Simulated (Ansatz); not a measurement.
**[NH3]+ (SMILES [NH3+]) at RPA@PBE/6-31G(d) (spherical functions)**

Aim: the vertical ionisation energy of [NH3]+ at RPA@PBE/6-31G* (spherical functions), from 2 runs. 

The results are computed with Ansatz 0.2.0.

## (1) The structure to begin with

[NH3]+ has 4 atoms, charge +1, and is taken as a doublet. As SMILES, `[NH3+]`. The shape is that of a GFN2-xTB optimisation.

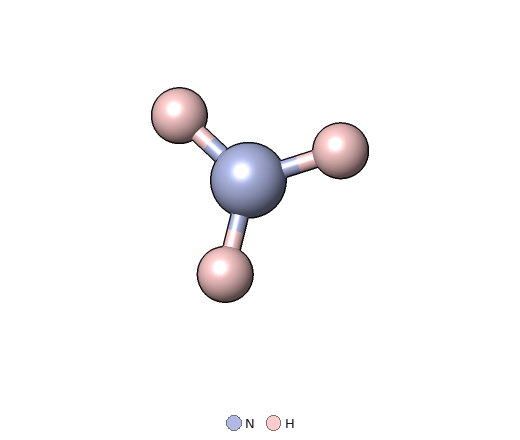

Viewed from a chosen angle; nitrogen light blue, hydrogen pink.

## (2) The energy at RPA@PBE/6-31G(d) (spherical functions)

File in.yaml:

```yaml
crystal:
  periodic: [false, false, false]
  atoms:
    - {symbol: "N", position_ang: [0.000140, -0.000820, -0.000330]}
    - {symbol: H, position_ang: [0.510700, -0.238750, 0.859300]}
    - {symbol: H, position_ang: [-0.995460, -0.239520, -0.089810]}
    - {symbol: H, position_ang: [0.484620, 0.479080, -0.769160]}
basis:
  gaussian: {orbitals: 6-31G_st_-spherical.json}
total_charge: 1
magnetization: {spin_polarized: true, initial_magnetization: 1}
hamiltonian: {xc: {name: PBE}}
correlation: {method: rpa, frozen_orbitals: {H: 0, "N": 1}}
accuracy: high
```

The basis set 6-31G* is read from a file made from the Basis Set Exchange's data (not shown).

Run with:

```console
ansatz run in.yaml --threads 1 --pin off --max-ram 2610MiB --events-out events.jsonl --progress --plain --runs-dir runs
```

Output:

```text
Warning: RAYON_NUM_THREADS=1 ignored (pool sized by the plan → 1); use --threads N
Functional definition: PBE
  name "PBE"
  parameter kappa = 0.804
  parameter beta = 0.06672455060314922
  exchange = pbe_x(kappa = kappa, mu = beta*pi^2/3)
  correlation = pbe_c(beta = beta)
396 factors; integrals over basis functions are off by at most 3.5e-9 eV
mean field evaluation 1: about -1518.0648 eV, gradient 4.5e1 eV
mean field evaluation 2: about -1518.0574 eV, gradient 4.5e1 eV
mean field evaluation 4: about -1526.7441 eV, gradient 1.3e0 eV
mean field evaluation 8: about -1526.7519 eV, gradient 2.4e-3 eV
mean field evaluation 16: about -1526.7519 eV, gradient 4.5e-8 eV
mean field -1526.75189703 eV, -56.1070973462 hartree, gradient 4.5e-8 eV, S^2 0.753231; 0 other end points of the search recorded, 0 dependent functions left out
1 core orbitals not correlated: weight in the atoms' cores, before any rotation towards them, 1.000 or more for the frozen orbitals, at most 0.000 for the correlated occupied ones
reference -1520.23572330 eV, -55.8676323784 hartree; 4, 3 occupied and 15, 16 virtual orbitals, 396 factors
Total energy: -1526.44460288 eV, -56.0958044944 hartree
```

Wall time 0.97 s (1 thread of Arm Neoverse V1, shared host); peak memory 0.1 GiB.

## (3) Singlet [NH3]2+

File run.yaml:

```yaml
crystal:
  periodic: [false, false, false]
  atoms:
    - {symbol: N, position_ang: [0.000140, -0.000820, -0.000330]}
    - {symbol: H, position_ang: [0.510700, -0.238750, 0.859300]}
    - {symbol: H, position_ang: [-0.995460, -0.239520, -0.089810]}
    - {symbol: H, position_ang: [0.484620, 0.479080, -0.769160]}
basis:
  gaussian: {orbitals: 6-31G_st_-spherical.json}
total_charge: 2
hamiltonian: {xc: pbe}
correlation: {method: rpa, frozen_orbitals: {H: 0, "N": 1}}
accuracy: high
```

The basis set 6-31G* is read from a file made from the Basis Set Exchange's data (not shown).

Run with:

```console
ansatz run run.yaml --threads 1 --pin off --max-ram 2610MiB --events-out events.jsonl --progress --plain --runs-dir runs
```

Output (excerpt; [...] marks lines left out):

```text
Warning: RAYON_NUM_THREADS=1 ignored (pool sized by the plan → 1); use --threads N
[... 6 set-up lines as earlier in the session ...]
396 factors; integrals over basis functions are off by at most 3.5e-9 eV
mean field evaluation 1: about -1494.9908 eV, gradient 5.9e1 eV
mean field evaluation 2: about -1494.9867 eV, gradient 5.9e1 eV
mean field evaluation 4: about -1502.7946 eV, gradient 8.8e-1 eV
mean field evaluation 8: about -1502.7930 eV, gradient 6.1e-3 eV
mean field evaluation 16: about -1502.7930 eV, gradient 2.7e-8 eV
mean field -1502.79304292 eV, -55.2266256978 hartree, gradient 2.7e-8 eV, S^2 0.000000; 0 other end points of the search recorded, 0 dependent functions left out
1 core orbitals not correlated: weight in the atoms' cores, before any rotation towards them, 1.000 or more for the frozen orbitals, at most 0.000 for the correlated occupied ones
reference -1497.37742137 eV, -55.0276052766 hartree; 3, 3 occupied and 16, 16 virtual orbitals, 396 factors
Total energy: -1503.05250217 eV, -55.2361606493 hartree
```

Run time: 0.74 s. Hardware: 1 thread of Arm Neoverse V1, shared host.

## (4) Results

At RPA@PBE/6-31G* (spherical functions), 1 core orbital frozen:

```
                                            quantity         value
                        doublet [NH3]+: total energy  -56.09580 Eh
    doublet [NH3]+: RPA correlation energy (valence)    -228.2 mEh
   doublet [NH3]+: ⟨S²⟩ of the reference determinant         0.753
                       singlet [NH3]2+: total energy  -55.23616 Eh
   singlet [NH3]2+: RPA correlation energy (valence)    -208.6 mEh
vertical ionisation energy (to the singlet dication)     23.392 eV
```

What this shows: The vertical ionisation energy comes to 23.39 eV (2257 kJ/mol). Only the singlet of the ionised species was computed; a triplet could lie lower.
